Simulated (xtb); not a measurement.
## Run report: CH$_{7}$Al$_{2}$B (charge −1), property calculation

System: CH$_{7}$Al$_{2}$B, charge −1, multiplicity 2.
Method: GFN1-xTB, ALPB solvent phenol (xtb 6.7.1).

The geometry was optimised with GFN2-xTB.

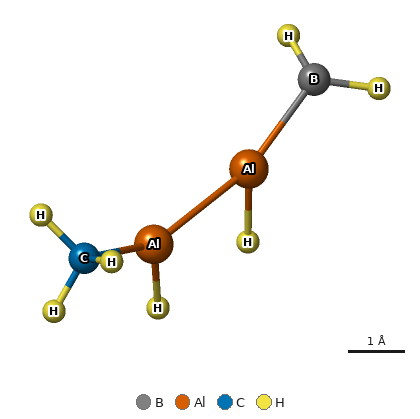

Fig. 1: The structure (ball-and-stick view, seen at a tilt). Sticks mark near contacts. Bond lengths as drawn: Al–Al 2.54 Å, Al–B 2.08 Å, Al–C 2.01 Å, Al–H 1.61 to 1.63 Å, B–H 1.19 Å and C–H 1.10 Å.

### Input (struc.xyz)
```
11

B     -1.90495     2.91171     0.07862
Al    -0.58358     1.35994    -0.34135
Al     0.66218    -0.84574    -0.13393
C      1.18947    -2.49622     0.88584
H     -1.51970     4.03409     0.03393
H     -3.03536     2.82108    -0.27926
H      0.12548     1.38736    -1.81203
H      1.18380    -0.65662    -1.64884
H      1.79348    -2.31037     1.78641
H      1.80762    -3.13881     0.23749
H      0.34695    -3.12342     1.21371
```

### File xcontrol
```
$scc
   temp=3000
   broydamp=0.8
$end
```

Hardware: 1 thread of Arm Neoverse V1, 24 GiB of memory available, shared host.

Command:
```bash
xtb struc.xyz --alpb phenol --fod --json --gfn 1 -c -1 -u 1 --iterations 500 --input xcontrol > run.log
```

### What the program printed
```
* xtb version 6.7.1
   ID    Z sym.   atoms
    1    5 B      1
    2   13 Al     2, 3
    3    6 C      4
    4    1 H      5-11

           -------------------------------------------------
          |                Calculation Setup                |
           -------------------------------------------------

          program call               : xtb struc.xyz --alpb phenol --fod --json --gfn 1 -c -1 -u 1 --iterations 500 --input xcontrol
          coordinate file            : struc.xyz
          omp threads                :                     1

           -------------------------------------------------
          |                 G F N 1 - x T B                 |
           -------------------------------------------------

      * Hamiltonian:
        H0-scaling (s, p, d)           1.850000    2.250000    2.000000
        zeta-weighting                 0.000000
      * Dispersion:
        s8                             2.400000
        a1                             0.630000
        a2                             5.000000
        s9                             0.000000
      * Repulsion:
        kExp                           1.500000
        rExp                           1.000000
      * Coulomb:
        alpha                          2.000000
        third order                    atomic
        anisotropic                    false
      * Halogen bond correction:
        rad-scale                      1.300000
        damping                        0.440000

      * Solvation model:               ALPB
        Solvent                        phenol
        Parameter file                 internal GFN1-xTB/ALPB
        Dielectric constant                1.2400E+01
        Reference state                gsolv [1 M gas/solution]
        Free energy shift                  3.6753E-03 Eh       2.3063E+00 kcal/mol
        Temperature                        2.9815E+02 K
        Density                            1.0700E+00 kg/L
        Solvent mass                       9.4110E+01 g/mol
        Interaction kernel             P16
        Born radius scaling (c1)           1.3981E+00
        Born radii integrator          GBOBC
        Born offset                        0.0000E+00 a0       0.0000E+00 AA
        H-bond correction              true
        Ion screening                  false
        Surface tension                    1.0000E-05 Eh       1.5569E+01 dyn/cm
        Grid points                               230 per atom

          ...................................................
          :                      SETUP                      :
          :.................................................:
          :  # basis functions                  42          :
          :  # atomic orbitals                  40          :
          :  # shells                           24          :
          :  # electrons                        21          :
          :  # halogen bonds                     0          :
          :  max. iterations                   500          :
          :  Hamiltonian                  GFN1-xTB          :
          :  restarted?                      false          :
          :  GBSA solvation                   true          :
          :  PC potential                    false          :
          :  electronic temp.         5000.0000000     K    :
          :  accuracy                    1.0000000          :
          :  -> integral cutoff          0.2500000E+02      :
          :  -> integral neglect         0.1000000E-07      :
          :  -> SCF convergence          0.1000000E-05 Eh   :
          :  -> wf. convergence          0.2000000E-04 e    :
          :  Broyden damping             0.8000000          :
          :  net charge                         -1          :
          :  unpaired electrons                  1          :
          ...................................................

 iter      E             dE          RMSdq      gap      omega  full diag
   1    -10.0736936 -0.100737E+02  0.769E+00    2.10       0.0  T
   2    -10.0868788 -0.131851E-01  0.228E+00    1.54       1.0  T
   3    -10.0889685 -0.208970E-02  0.133E+00    2.03       1.0  T
   4    -10.1025741 -0.136056E-01  0.196E-01    1.72       1.0  T
   5    -10.1026552 -0.811402E-04  0.986E-02    1.74       1.0  T
   6    -10.1026653 -0.100692E-04  0.417E-02    1.72       1.0  T
   7    -10.1026681 -0.283334E-05  0.235E-02    1.72       1.3  T
   8    -10.1026697 -0.154761E-05  0.802E-03    1.72       3.8  T
   9    -10.1026697 -0.766515E-07  0.592E-04    1.72      50.9  T
  10    -10.1026697 -0.625374E-09  0.490E-04    1.72      61.5  T
  11    -10.1026697 -0.245967E-09  0.447E-05    1.72     674.2  T
  12    -10.1026697 -0.237854E-11  0.317E-06    1.72    9505.4  T

   *** convergence criteria satisfied after 12 iterations ***

         #    Occupation            Energy/Eh            Energy/eV
      -------------------------------------------------------------
         1        2.0000           -0.5766173             -15.6906
       ...           ...                  ...                  ...
         5        2.0000           -0.4699111             -12.7869
         6        2.0000           -0.4542046             -12.3595
         7        1.9996           -0.3963796             -10.7860
         8        1.9995           -0.3926600             -10.6848
         9        1.9927           -0.3515970              -9.5674
        10        1.8935           -0.3074966              -8.3674
        11        0.9528           -0.2399718              -6.5300 (HOMO)
        12        0.0929           -0.1766579              -4.8071 (LUMO)
        13        0.0671           -0.1710869              -4.6555
        14        0.0007           -0.0972020              -2.6450
        15        0.0005           -0.0919067              -2.5009
        16        0.0004           -0.0895387              -2.4365
       ...           ...                  ...                  ...
        40                          1.5399338              41.9037
      -------------------------------------------------------------
                  HL-Gap            0.0633138 Eh            1.7229 eV
             Fermi-level           -0.2432698 Eh           -6.6197 eV

 SCC (total)                   0 d,  0 h,  0 min,  0.010 sec
 SCC setup                      ...        0 min,  0.000 sec (  2.500%)
 Dispersion                     ...        0 min,  0.000 sec (  0.263%)
 classical contributions        ...        0 min,  0.000 sec (  0.104%)
 integral evaluation            ...        0 min,  0.002 sec ( 19.333%)
 iterations                     ...        0 min,  0.004 sec ( 41.895%)
 molecular gradient             ...        0 min,  0.004 sec ( 34.514%)
 printout                       ...        0 min,  0.000 sec (  1.252%)

         :::::::::::::::::::::::::::::::::::::::::::::::::::::
         ::                     SUMMARY                     ::
         :::::::::::::::::::::::::::::::::::::::::::::::::::::
         :: total energy             -10.014511346699 Eh    ::
         :: w/o Gsasa/hb/shift       -10.005630348217 Eh    ::
         :: gradient norm              0.065871653126 Eh/a0 ::
         :: HOMO-LUMO gap              1.722857436747 eV    ::
         ::.................................................::
         :: SCC energy               -10.102669729536 Eh    ::
         :: -> electrostatic           0.105832028433 Eh    ::
         :: -> Gsolv                  -0.075295035364 Eh    ::
         ::    -> Gelec               -0.066414036882 Eh    ::
         ::    -> Gsasa               -0.012553387278 Eh    ::
         ::    -> Ghb                 -0.000002937242 Eh    ::
         ::    -> Gshift               0.003675326038 Eh    ::
         :: repulsion energy           0.090848413223 Eh    ::
         :: dispersion energy         -0.002690030386 Eh    ::
         :: halogen bond corr.         0.000000000000 Eh    ::
         :: add. restraining           0.000000000000 Eh    ::
         :: total charge              -1.000000000000 e     ::
         :::::::::::::::::::::::::::::::::::::::::::::::::::::

           -------------------------------------------------
          |                Property Printout                |
           -------------------------------------------------

    * Orbital Energies and Occupations

         #    Occupation            Energy/Eh            Energy/eV
      -------------------------------------------------------------
         1        2.0000           -0.5766173             -15.6906
         2        2.0000           -0.4962884             -13.5047
         3        2.0000           -0.4812627             -13.0958
         4        2.0000           -0.4704216             -12.8008
         5        2.0000           -0.4699111             -12.7869
         6        2.0000           -0.4542046             -12.3595
         7        1.9996           -0.3963796             -10.7860
         8        1.9995           -0.3926600             -10.6848
         9        1.9927           -0.3515970              -9.5674
        10        1.8935           -0.3074966              -8.3674
        11        0.9528           -0.2399718              -6.5300 (HOMO)
        12        0.0929           -0.1766579              -4.8071 (LUMO)
        13        0.0671           -0.1710869              -4.6555
        14        0.0007           -0.0972020              -2.6450
        15        0.0005           -0.0919067              -2.5009
        16        0.0004           -0.0895387              -2.4365
        17        0.0003           -0.0839698              -2.2849
        18        0.0001           -0.0572116              -1.5568
        19        0.0000           -0.0216790              -0.5899
        20        0.0000           -0.0171636              -0.4670
        21        0.0000            0.0074360               0.2023
        22        0.0000            0.0177377               0.4827
       ...           ...                  ...                  ...
        40                          1.5399338              41.9037
      -------------------------------------------------------------
                  HL-Gap            0.0633138 Eh            1.7229 eV
             Fermi-level           -0.2432698 Eh           -6.6197 eV

  Mulliken/CM5 charges         n(s)   n(p)   n(d)
     1     -0.39702 -0.63068   1.046  2.351  0.000
     2      0.04661  0.00288   1.499  1.049  0.405
     3      0.12917  0.01456   1.528  1.021  0.321
     4     -0.28873 -0.40185   1.028  3.260  0.000
     5     -0.06617  0.03845   1.066  0.000  0.000
     6     -0.06910  0.03513   1.069  0.000  0.000
     7     -0.20580 -0.13648   1.206  0.000  0.000
     8     -0.21431 -0.14315   1.214  0.000  0.000
     9      0.01977  0.07144   0.980  0.000  0.000
    10      0.02579  0.07825   0.974  0.000  0.000
    11      0.01978  0.07146   0.980  0.000  0.000

NFOD :     0.5402

 Loewdin FODpop      n(s)   n(p)   n(d)
     1      0.2551   0.013  0.242  0.000
     2      0.1234   0.009  0.059  0.056
     3      0.0815   0.014  0.045  0.022
     4      0.0317   0.006  0.026  0.000
     5      0.0054   0.005  0.000  0.000
     6      0.0046   0.005  0.000  0.000
     7      0.0148   0.015  0.000  0.000
     8      0.0194   0.019  0.000  0.000
     9      0.0016   0.002  0.000  0.000
    10      0.0011   0.001  0.000  0.000
    11      0.0015   0.002  0.000  0.000

Wiberg/Mayer (AO) data.
largest (>0.10) Wiberg bond orders for each atom

 ---------------------------------------------------------------------------
     #   Z sym  total        # sym  WBO       # sym  WBO       # sym  WBO
 ---------------------------------------------------------------------------
     1   5      2.969 --     2      1.035     6      0.866     5      0.864
     2  13      2.818 --     1      1.035     3      0.744     7      0.690
     3  13      2.626 --     4      0.778     2      0.744     8      0.730
                             7      0.122
     4   6      3.707 --     9      0.937    11      0.937    10      0.932
                             3      0.778
     5   1      0.968 --     1      0.864
     6   1      0.980 --     1      0.866
     7   1      0.930 --     2      0.690     3      0.122
     8   1      0.913 --     3      0.730
     9   1      0.998 --     4      0.937
    10   1      0.997 --     4      0.932
    11   1      0.998 --     4      0.937
 ---------------------------------------------------------------------------

Topologies differ in total number of bonds
Writing topology from bond orders to xtbtopo.mol

 dipole moment from electron density (au)
     X       Y       Z
   1.5662  -3.3025   1.1742  total (Debye):    9.758

 cube_pthr     :   0.050
 cube_step     :   0.400
 cube_boundoffset     :   3.000
 non-zero P (%):   0.111   nmat:       1
 Grid Boundaries (x y z) :
   6.4159067373864005        10.623325262070072        6.3758256462832010
  -8.7359990896278994       -8.9314912572198857       -6.4242404295959767
 Total # of points       61446
 writing fod.cub
 N    (numint) :  0.178
cpu  time for cube

           -------------------------------------------------
          | TOTAL ENERGY              -10.014511346699 Eh   |
          | GRADIENT NORM               0.065871653126 Eh/α |
          | HOMO-LUMO GAP               1.722857436747 eV   |
           -------------------------------------------------

------------------------------------------------------------------------
------------------------------------------------------------------------
 total:
 *  cpu-time:     0 d,  0 h,  0 min,  0.063 sec
 * ratio c/w:     1.000 speedup
 SCF:
 *  cpu-time:     0 d,  0 h,  0 min,  0.010 sec
 * ratio c/w:     1.000 speedup
```

### File fod
```
0.25512802
    0.12336401
    0.08150880
    0.03174783
    0.00543675
    0.00460422
    0.01477804
    0.01936898
    0.00157550
    0.00112757
    0.00153164
```

### Standard error
```
normal termination of xtb
```

### Key numbers

```csv
quantity,value
outcome,converged
electrons treated,21
total energy,−10.014511 hartree
dispersion energy,−0.002690 hartree
solvation energy,−0.075295 hartree
basis functions,42
peak memory,0.073 GiB
```

Settings chosen away from the usual ones: method = gfn1-xtb; task = fod; x = {"etemp": 3000, "broyden_damping": 0.8, "max_iter": 500}; geo = {"prev": 1}; partner = anion; sm = ALPB; solvent = phenol. These settings are looser than, or depart from, a standard set-up, so the numbers are not reference values for this system.
